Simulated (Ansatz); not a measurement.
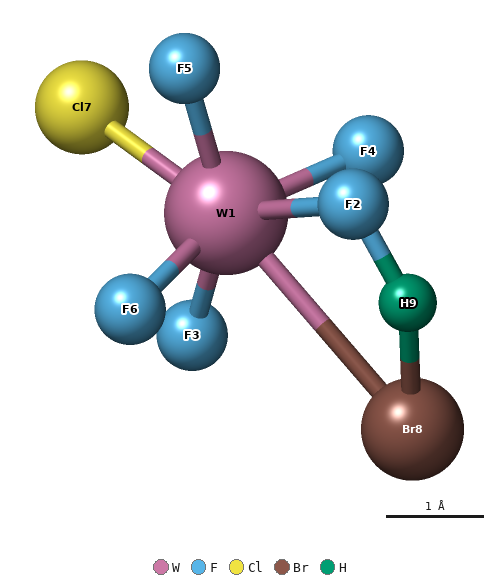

The structure as given in the input (ball-and-stick view, seen at a tilt; atoms are numbered from 1 in the order of the input). Sticks mark near contacts.

## Molecular dynamics of WHBrClF5 (part 1 of 4)

System: WHBrClF5.
Method: RHF/def2-SVP (Ansatz 0.2.0).

It belongs to a series of runs on one base structure; here: dynamics from the highest image of the converged band. Figures and captions count atoms from 1; the log counts them from 0 in places.

## Input
```yaml
crystal:
  periodic: [false, false, false]
  atoms:
    - { symbol: W, position_ang: [0.126673, 0.133948, -0.108498] }
    - { symbol: F, position_ang: [-0.343733, 0.651319, 1.833879] }
    - { symbol: F, position_ang: [1.684295, 0.105636, -1.064736] }
    - { symbol: F, position_ang: [-0.12792, 1.914644, -0.317966] }
    - { symbol: F, position_ang: [-1.614363, -0.360137, 0.17922] }
    - { symbol: F, position_ang: [0.660363, -1.419657, 0.658287] }
    - { symbol: Cl, position_ang: [-0.609232, -0.404502, -2.214215] }
    - { symbol: Br, position_ang: [2.255421, 1.219673, 1.668692] }
    - { symbol: H, position_ang: [0.715596, 1.020774, 2.185436] }
basis:
  gaussian: { orbitals: def2-SVP }
hamiltonian:
  xc: hf
md:
  timestep: 0.5
  n_steps: 200
  ensemble: nve
  temperature: 100.0
  initial_velocities: maxwell_boltzmann
  seed: 3428
```

Launch command:
```bash
ansatz run input.yaml --threads 4 --pin off --max-ram 5120MiB --backend cpu --events-out ev --progress --plain --runs-dir out
```

## What the program printed
```
Engine: ansatz 0.2.0, aarch64-unknown-linux-gnu
Functional definition: HF
  exchange = exact_x
  correlation = 0
1609 factors; integrals over basis functions are off by at most 3.2e-4 eV
mean field evaluation 1: about -97821.5118 eV, gradient 7.8e1 eV
mean field evaluation 2: about -97821.7875 eV, gradient 7.8e1 eV
mean field evaluation 4: about -97833.6473 eV, gradient 6.0e0 eV
mean field evaluation 8: about -97833.7863 eV, gradient 9.0e-1 eV
mean field -97833.79148528 eV, -3595.3255229585 hartree, gradient 1.7e-5 eV, S^2 0.000000; 0 other end points of the search recorded, 0 dependent functions left out
the calculation of the forces begins
reference -97833.79148528 eV, -3595.3255229585 hartree; 56, 56 occupied and 101, 101 virtual orbitals, 1609 factors
md step     0: t =     0.00 fs  T =   100.0 K  F+E_penalty+E_count = -97833.79148528 eV  E_kin = 0.090482 eV  conserved = -97833.70100328 eV  (42 SCF iters)
these checks for a lower state are left out or cut short: starts, cluster_reference, orbital_swaps, neighbouring_geometries, increment
1609 factors; integrals over basis functions are off by at most 3.1e-4 eV
mean field evaluation 16: about -97833.2930 eV, gradient 2.7e0 eV
mean field -97833.79121338 eV, -3595.3255129663 hartree, gradient 2.5e-5 eV, S^2 0.000000; 0 other end points of the search recorded, 0 dependent functions left out
the calculation of the forces begins
reference -97833.79121338 eV, -3595.3255129663 hartree; 56, 56 occupied and 101, 101 virtual orbitals, 1609 factors
md step     1: t =     0.50 fs  T =    99.7 K  F+E_penalty+E_count = -97833.79121338 eV  E_kin = 0.090211 eV  conserved = -97833.70100254 eV  (45 SCF iters)
[... from here on the SCF iterations and repeated set-up lines of each step are left out, up to the last step ...]
md step     2: t =     1.00 fs  T =    98.9 K  F+E_penalty+E_count = -97833.79046926 eV  E_kin = 0.089469 eV  conserved = -97833.70100076 eV  (45 SCF iters)
md step     3: t =     1.50 fs  T =    97.6 K  F+E_penalty+E_count = -97833.78928108 eV  E_kin = 0.088283 eV  conserved = -97833.70099794 eV  (45 SCF iters)
md step     4: t =     2.00 fs  T =    95.8 K  F+E_penalty+E_count = -97833.78769254 eV  E_kin = 0.086698 eV  conserved = -97833.70099439 eV  (45 SCF iters)
md step     5: t =     2.50 fs  T =    93.7 K  F+E_penalty+E_count = -97833.78576026 eV  E_kin = 0.084770 eV  conserved = -97833.70099016 eV  (46 SCF iters)
md step     6: t =     3.00 fs  T =    91.3 K  F+E_penalty+E_count = -97833.78355159 eV  E_kin = 0.082566 eV  conserved = -97833.70098541 eV  (45 SCF iters)
md step     7: t =     3.50 fs  T =    88.6 K  F+E_penalty+E_count = -97833.78114178 eV  E_kin = 0.080161 eV  conserved = -97833.70098051 eV  (46 SCF iters)
md step     8: t =     4.00 fs  T =    85.8 K  F+E_penalty+E_count = -97833.77861021 eV  E_kin = 0.077635 eV  conserved = -97833.70097532 eV  (46 SCF iters)
md step     9: t =     4.50 fs  T =    83.0 K  F+E_penalty+E_count = -97833.77603858 eV  E_kin = 0.075068 eV  conserved = -97833.70097024 eV  (46 SCF iters)
md step    10: t =     5.00 fs  T =    80.2 K  F+E_penalty+E_count = -97833.77350751 eV  E_kin = 0.072542 eV  conserved = -97833.70096525 eV  (46 SCF iters)
md step    11: t =     5.50 fs  T =    77.5 K  F+E_penalty+E_count = -97833.77109543 eV  E_kin = 0.070135 eV  conserved = -97833.70096074 eV  (46 SCF iters)
md step    12: t =     6.00 fs  T =    75.1 K  F+E_penalty+E_count = -97833.76887657 eV  E_kin = 0.067920 eV  conserved = -97833.70095630 eV  (46 SCF iters)
md step    13: t =     6.50 fs  T =    72.9 K  F+E_penalty+E_count = -97833.76692204 eV  E_kin = 0.065970 eV  conserved = -97833.70095181 eV  (45 SCF iters)
md step    14: t =     7.00 fs  T =    71.1 K  F+E_penalty+E_count = -97833.76530132 eV  E_kin = 0.064354 eV  conserved = -97833.70094745 eV  (46 SCF iters)
md step    15: t =     7.50 fs  T =    69.8 K  F+E_penalty+E_count = -97833.76408402 eV  E_kin = 0.063141 eV  conserved = -97833.70094277 eV  (45 SCF iters)
md step    16: t =     8.00 fs  T =    69.0 K  F+E_penalty+E_count = -97833.76334477 eV  E_kin = 0.062407 eV  conserved = -97833.70093739 eV  (45 SCF iters)
md step    17: t =     8.50 fs  T =    68.8 K  F+E_penalty+E_count = -97833.76316880 eV  E_kin = 0.062238 eV  conserved = -97833.70093091 eV  (46 SCF iters)
md step    18: t =     9.00 fs  T =    69.3 K  F+E_penalty+E_count = -97833.76365832 eV  E_kin = 0.062736 eV  conserved = -97833.70092234 eV  (71 SCF iters)
md step    19: t =     9.50 fs  T =    70.8 K  F+E_penalty+E_count = -97833.76494252 eV  E_kin = 0.064030 eV  conserved = -97833.70091210 eV  (46 SCF iters)
md step    20: t =    10.00 fs  T =    73.3 K  F+E_penalty+E_count = -97833.76718326 eV  E_kin = 0.066284 eV  conserved = -97833.70089924 eV  (46 SCF iters)
md step    21: t =    10.50 fs  T =    77.0 K  F+E_penalty+E_count = -97833.77058477 eV  E_kin = 0.069701 eV  conserved = -97833.70088347 eV  (46 SCF iters)
md step    22: t =    11.00 fs  T =    82.4 K  F+E_penalty+E_count = -97833.77539876 eV  E_kin = 0.074534 eV  conserved = -97833.70086489 eV  (45 SCF iters)
md step    23: t =    11.50 fs  T =    89.6 K  F+E_penalty+E_count = -97833.78192470 eV  E_kin = 0.081080 eV  conserved = -97833.70084428 eV  (45 SCF iters)
md step    24: t =    12.00 fs  T =    99.1 K  F+E_penalty+E_count = -97833.79050049 eV  E_kin = 0.089677 eV  conserved = -97833.70082303 eV  (45 SCF iters)
md step    25: t =    12.50 fs  T =   111.3 K  F+E_penalty+E_count = -97833.80148013 eV  E_kin = 0.100675 eV  conserved = -97833.70080481 eV  (45 SCF iters)
md step    26: t =    13.00 fs  T =   126.4 K  F+E_penalty+E_count = -97833.81518801 eV  E_kin = 0.114394 eV  conserved = -97833.70079434 eV  (45 SCF iters)
md step    27: t =    13.50 fs  T =   144.8 K  F+E_penalty+E_count = -97833.83185084 eV  E_kin = 0.131053 eV  conserved = -97833.70079831 eV  (44 SCF iters)
md step    28: t =    14.00 fs  T =   166.5 K  F+E_penalty+E_count = -97833.85150476 eV  E_kin = 0.150681 eV  conserved = -97833.70082399 eV  (44 SCF iters)
md step    29: t =    14.50 fs  T =   191.2 K  F+E_penalty+E_count = -97833.87389444 eV  E_kin = 0.173017 eV  conserved = -97833.70087710 eV  (44 SCF iters)
md step    30: t =    15.00 fs  T =   218.2 K  F+E_penalty+E_count = -97833.89839793 eV  E_kin = 0.197440 eV  conserved = -97833.70095761 eV  (45 SCF iters)
md step    31: t =    15.50 fs  T =   246.4 K  F+E_penalty+E_count = -97833.92403541 eV  E_kin = 0.222981 eV  conserved = -97833.70105486 eV  (45 SCF iters)
md step    32: t =    16.00 fs  T =   274.6 K  F+E_penalty+E_count = -97833.94962943 eV  E_kin = 0.248484 eV  conserved = -97833.70114504 eV  (44 SCF iters)
md step    33: t =    16.50 fs  T =   301.7 K  F+E_penalty+E_count = -97833.97415293 eV  E_kin = 0.272960 eV  conserved = -97833.70119305 eV  (45 SCF iters)
md step    34: t =    17.00 fs  T =   327.2 K  F+E_penalty+E_count = -97833.99721889 eV  E_kin = 0.296052 eV  conserved = -97833.70116700 eV  (45 SCF iters)
md step    35: t =    17.50 fs  T =   352.0 K  F+E_penalty+E_count = -97834.01951664 eV  E_kin = 0.318459 eV  conserved = -97833.70105740 eV  (45 SCF iters)
md step    36: t =    18.00 fs  T =   378.0 K  F+E_penalty+E_count = -97834.04290179 eV  E_kin = 0.342005 eV  conserved = -97833.70089655 eV  (44 SCF iters)
md step    37: t =    18.50 fs  T =   408.0 K  F+E_penalty+E_count = -97834.06988483 eV  E_kin = 0.369127 eV  conserved = -97833.70075789 eV  (44 SCF iters)
md step    38: t =    19.00 fs  T =   444.1 K  F+E_penalty+E_count = -97834.10255191 eV  E_kin = 0.401827 eV  conserved = -97833.70072506 eV  (45 SCF iters)
md step    39: t =    19.50 fs  T =   486.9 K  F+E_penalty+E_count = -97834.14136745 eV  E_kin = 0.440522 eV  conserved = -97833.70084537 eV  (44 SCF iters)
md step    40: t =    20.00 fs  T =   534.3 K  F+E_penalty+E_count = -97834.18452817 eV  E_kin = 0.483430 eV  conserved = -97833.70109781 eV  (46 SCF iters)
md step    41: t =    20.50 fs  T =   582.3 K  F+E_penalty+E_count = -97834.22831054 eV  E_kin = 0.526909 eV  conserved = -97833.70140175 eV  (45 SCF iters)
md step    42: t =    21.00 fs  T =   626.2 K  F+E_penalty+E_count = -97834.26827673 eV  E_kin = 0.566617 eV  conserved = -97833.70166013 eV  (45 SCF iters)
md step    43: t =    21.50 fs  T =   661.9 K  F+E_penalty+E_count = -97834.30077727 eV  E_kin = 0.598918 eV  conserved = -97833.70185952 eV  (45 SCF iters)
md step    44: t =    22.00 fs  T =   687.3 K  F+E_penalty+E_count = -97834.32376089 eV  E_kin = 0.621892 eV  conserved = -97833.70186936 eV  (45 SCF iters)
md step    45: t =    22.50 fs  T =   702.5 K  F+E_penalty+E_count = -97834.33741185 eV  E_kin = 0.635644 eV  conserved = -97833.70176786 eV  (45 SCF iters)
md step    46: t =    23.00 fs  T =   709.5 K  F+E_penalty+E_count = -97834.34359002 eV  E_kin = 0.641990 eV  conserved = -97833.70159981 eV  (45 SCF iters)
md step    47: t =    23.50 fs  T =   711.5 K  F+E_penalty+E_count = -97834.34519583 eV  E_kin = 0.643783 eV  conserved = -97833.70141255 eV  (45 SCF iters)
md step    48: t =    24.00 fs  T =   711.9 K  F+E_penalty+E_count = -97834.34542581 eV  E_kin = 0.644182 eV  conserved = -97833.70124382 eV  (45 SCF iters)
md step    49: t =    24.50 fs  T =   714.0 K  F+E_penalty+E_count = -97834.34715708 eV  E_kin = 0.646038 eV  conserved = -97833.70111933 eV  (45 SCF iters)
md step    50: t =    25.00 fs  T =   720.0 K  F+E_penalty+E_count = -97834.35252117 eV  E_kin = 0.651468 eV  conserved = -97833.70105310 eV  (71 SCF iters)
md step    51: t =    25.50 fs  T =   731.2 K  F+E_penalty+E_count = -97834.36265800 eV  E_kin = 0.661608 eV  conserved = -97833.70105033 eV  (44 SCF iters)
md step    52: t =    26.00 fs  T =   747.7 K  F+E_penalty+E_count = -97834.37761322 eV  E_kin = 0.676502 eV  conserved = -97833.70111136 eV  (44 SCF iters)
md step    53: t =    26.50 fs  T =   768.2 K  F+E_penalty+E_count = -97834.39634249 eV  E_kin = 0.695114 eV  conserved = -97833.70122896 eV  (44 SCF iters)
md step    54: t =    27.00 fs  T =   790.7 K  F+E_penalty+E_count = -97834.41682712 eV  E_kin = 0.715438 eV  conserved = -97833.70138912 eV  (44 SCF iters)
md step    55: t =    27.50 fs  T =   812.0 K  F+E_penalty+E_count = -97834.43631291 eV  E_kin = 0.734745 eV  conserved = -97833.70156814 eV  (44 SCF iters)
md step    56: t =    28.00 fs  T =   828.9 K  F+E_penalty+E_count = -97834.45170681 eV  E_kin = 0.749976 eV  conserved = -97833.70173119 eV  (44 SCF iters)
md step    57: t =    28.50 fs  T =   838.1 K  F+E_penalty+E_count = -97834.46014456 eV  E_kin = 0.758310 eV  conserved = -97833.70183447 eV  (44 SCF iters)
md step    58: t =    29.00 fs  T =   837.6 K  F+E_penalty+E_count = -97834.45968384 eV  E_kin = 0.757849 eV  conserved = -97833.70183496 eV  (44 SCF iters)
md step    59: t =    29.50 fs  T =   827.0 K  F+E_penalty+E_count = -97834.44997015 eV  E_kin = 0.748262 eV  conserved = -97833.70170802 eV  (44 SCF iters)
md step    60: t =    30.00 fs  T =   808.1 K  F+E_penalty+E_count = -97834.43261062 eV  E_kin = 0.731143 eV  conserved = -97833.70146761 eV  (44 SCF iters)
md step    61: t =    30.50 fs  T =   784.4 K  F+E_penalty+E_count = -97834.41091659 eV  E_kin = 0.709785 eV  conserved = -97833.70113153 eV  (44 SCF iters)
md step    62: t =    31.00 fs  T =   760.7 K  F+E_penalty+E_count = -97834.38914839 eV  E_kin = 0.688264 eV  conserved = -97833.70088481 eV  (44 SCF iters)
md step    63: t =    31.50 fs  T =   740.5 K  F+E_penalty+E_count = -97834.37082679 eV  E_kin = 0.670057 eV  conserved = -97833.70076953 eV  (44 SCF iters)
md step    64: t =    32.00 fs  T =   725.9 K  F+E_penalty+E_count = -97834.35761815 eV  E_kin = 0.656796 eV  conserved = -97833.70082237 eV  (45 SCF iters)
md step    65: t =    32.50 fs  T =   715.9 K  F+E_penalty+E_count = -97834.34876912 eV  E_kin = 0.647766 eV  conserved = -97833.70100352 eV  (45 SCF iters)
md step    66: t =    33.00 fs  T =   707.8 K  F+E_penalty+E_count = -97834.34165750 eV  E_kin = 0.640432 eV  conserved = -97833.70122506 eV  (45 SCF iters)
md step    67: t =    33.50 fs  T =   698.1 K  F+E_penalty+E_count = -97834.33306780 eV  E_kin = 0.631671 eV  conserved = -97833.70139691 eV  (45 SCF iters)
md step    68: t =    34.00 fs  T =   684.2 K  F+E_penalty+E_count = -97834.32056201 eV  E_kin = 0.619060 eV  conserved = -97833.70150222 eV  (44 SCF iters)
md step    69: t =    34.50 fs  T =   665.0 K  F+E_penalty+E_count = -97834.30315574 eV  E_kin = 0.601698 eV  conserved = -97833.70145779 eV  (46 SCF iters)
md step    70: t =    35.00 fs  T =   641.4 K  F+E_penalty+E_count = -97834.28168119 eV  E_kin = 0.580352 eV  conserved = -97833.70132920 eV  (45 SCF iters)
md step    71: t =    35.50 fs  T =   615.7 K  F+E_penalty+E_count = -97834.25823272 eV  E_kin = 0.557077 eV  conserved = -97833.70115548 eV  (46 SCF iters)
md step    72: t =    36.00 fs  T =   590.8 K  F+E_penalty+E_count = -97834.23557220 eV  E_kin = 0.534588 eV  conserved = -97833.70098462 eV  (46 SCF iters)
md step    73: t =    36.50 fs  T =   569.9 K  F+E_penalty+E_count = -97834.21645080 eV  E_kin = 0.515612 eV  conserved = -97833.70083831 eV  (46 SCF iters)
md step    74: t =    37.00 fs  T =   555.2 K  F+E_penalty+E_count = -97834.20312985 eV  E_kin = 0.502377 eV  conserved = -97833.70075332 eV  (45 SCF iters)
md step    75: t =    37.50 fs  T =   548.4 K  F+E_penalty+E_count = -97834.19697742 eV  E_kin = 0.496243 eV  conserved = -97833.70073405 eV  (45 SCF iters)
md step    76: t =    38.00 fs  T =   549.9 K  F+E_penalty+E_count = -97834.19830151 eV  E_kin = 0.497517 eV  conserved = -97833.70078407 eV  (45 SCF iters)
md step    77: t =    38.50 fs  T =   558.6 K  F+E_penalty+E_count = -97834.20628701 eV  E_kin = 0.505388 eV  conserved = -97833.70089910 eV  (45 SCF iters)
md step    78: t =    39.00 fs  T =   572.5 K  F+E_penalty+E_count = -97834.21907858 eV  E_kin = 0.518013 eV  conserved = -97833.70106550 eV  (46 SCF iters)
md step    79: t =    39.50 fs  T =   588.8 K  F+E_penalty+E_count = -97834.23402303 eV  E_kin = 0.532766 eV  conserved = -97833.70125732 eV  (46 SCF iters)
md step    80: t =    40.00 fs  T =   604.2 K  F+E_penalty+E_count = -97834.24810460 eV  E_kin = 0.546669 eV  conserved = -97833.70143564 eV  (46 SCF iters)
md step    81: t =    40.50 fs  T =   615.6 K  F+E_penalty+E_count = -97834.25853800 eV  E_kin = 0.557030 eV  conserved = -97833.70150759 eV  (46 SCF iters)
md step    82: t =    41.00 fs  T =   621.3 K  F+E_penalty+E_count = -97834.26371782 eV  E_kin = 0.562205 eV  conserved = -97833.70151245 eV  (44 SCF iters)
md step    83: t =    41.50 fs  T =   621.4 K  F+E_penalty+E_count = -97834.26368025 eV  E_kin = 0.562299 eV  conserved = -97833.70138112 eV  (45 SCF iters)
md step    84: t =    42.00 fs  T =   618.3 K  F+E_penalty+E_count = -97834.26062405 eV  E_kin = 0.559489 eV  conserved = -97833.70113468 eV  (45 SCF iters)
md step    85: t =    42.50 fs  T =   616.3 K  F+E_penalty+E_count = -97834.25848708 eV  E_kin = 0.557637 eV  conserved = -97833.70085021 eV  (46 SCF iters)
md step    86: t =    43.00 fs  T =   620.1 K  F+E_penalty+E_count = -97834.26172516 eV  E_kin = 0.561085 eV  conserved = -97833.70063999 eV  (46 SCF iters)
md step    87: t =    43.50 fs  T =   633.3 K  F+E_penalty+E_count = -97834.27359810 eV  E_kin = 0.573000 eV  conserved = -97833.70059777 eV  (46 SCF iters)
md step    88: t =    44.00 fs  T =   656.5 K  F+E_penalty+E_count = -97834.29475379 eV  E_kin = 0.594008 eV  conserved = -97833.70074607 eV  (46 SCF iters)
md step    89: t =    44.50 fs  T =   687.3 K  F+E_penalty+E_count = -97834.32288539 eV  E_kin = 0.621863 eV  conserved = -97833.70102281 eV  (46 SCF iters)
md step    90: t =    45.00 fs  T =   721.0 K  F+E_penalty+E_count = -97834.35366107 eV  E_kin = 0.652344 eV  conserved = -97833.70131751 eV  (46 SCF iters)
md step    91: t =    45.50 fs  T =   752.5 K  F+E_penalty+E_count = -97834.38239665 eV  E_kin = 0.680867 eV  conserved = -97833.70152947 eV  (46 SCF iters)
md step    92: t =    46.00 fs  T =   778.1 K  F+E_penalty+E_count = -97834.40561413 eV  E_kin = 0.704007 eV  conserved = -97833.70160761 eV  (46 SCF iters)
md step    93: t =    46.50 fs  T =   796.1 K  F+E_penalty+E_count = -97834.42187622 eV  E_kin = 0.720320 eV  conserved = -97833.70155609 eV  (45 SCF iters)
md step    94: t =    47.00 fs  T =   807.2 K  F+E_penalty+E_count = -97834.43178628 eV  E_kin = 0.730372 eV  conserved = -97833.70141387 eV  (45 SCF iters)
md step    95: t =    47.50 fs  T =   813.6 K  F+E_penalty+E_count = -97834.43745259 eV  E_kin = 0.736189 eV  conserved = -97833.70126337 eV  (45 SCF iters)
md step    96: t =    48.00 fs  T =   818.4 K  F+E_penalty+E_count = -97834.44158111 eV  E_kin = 0.740494 eV  conserved = -97833.70108746 eV  (45 SCF iters)
md step    97: t =    48.50 fs  T =   824.5 K  F+E_penalty+E_count = -97834.44693739 eV  E_kin = 0.745987 eV  conserved = -97833.70095055 eV  (45 SCF iters)
md step    98: t =    49.00 fs  T =   834.2 K  F+E_penalty+E_count = -97834.45567436 eV  E_kin = 0.754801 eV  conserved = -97833.70087310 eV  (45 SCF iters)
md step    99: t =    49.50 fs  T =   849.0 K  F+E_penalty+E_count = -97834.46901633 eV  E_kin = 0.768152 eV  conserved = -97833.70086478 eV  (45 SCF iters)
md step   100: t =    50.00 fs  T =   868.9 K  F+E_penalty+E_count = -97834.48708970 eV  E_kin = 0.786163 eV  conserved = -97833.70092651 eV  (45 SCF iters)
md step   101: t =    50.50 fs  T =   892.8 K  F+E_penalty+E_count = -97834.50890580 eV  E_kin = 0.807855 eV  conserved = -97833.70105032 eV  (45 SCF iters)
md step   102: t =    51.00 fs  T =   918.7 K  F+E_penalty+E_count = -97834.53249407 eV  E_kin = 0.831275 eV  conserved = -97833.70121889 eV  (44 SCF iters)
md step   103: t =    51.50 fs  T =   943.6 K  F+E_penalty+E_count = -97834.55520048 eV  E_kin = 0.853798 eV  conserved = -97833.70140222 eV  (45 SCF iters)
md step   104: t =    52.00 fs  T =   964.4 K  F+E_penalty+E_count = -97834.57417883 eV  E_kin = 0.872621 eV  conserved = -97833.70155819 eV  (45 SCF iters)
md step   105: t =    52.50 fs  T =   978.6 K  F+E_penalty+E_count = -97834.58706221 eV  E_kin = 0.885424 eV  conserved = -97833.70163796 eV  (45 SCF iters)
md step   106: t =    53.00 fs  T =   984.9 K  F+E_penalty+E_count = -97834.59271760 eV  E_kin = 0.891118 eV  conserved = -97833.70159991 eV  (45 SCF iters)
```
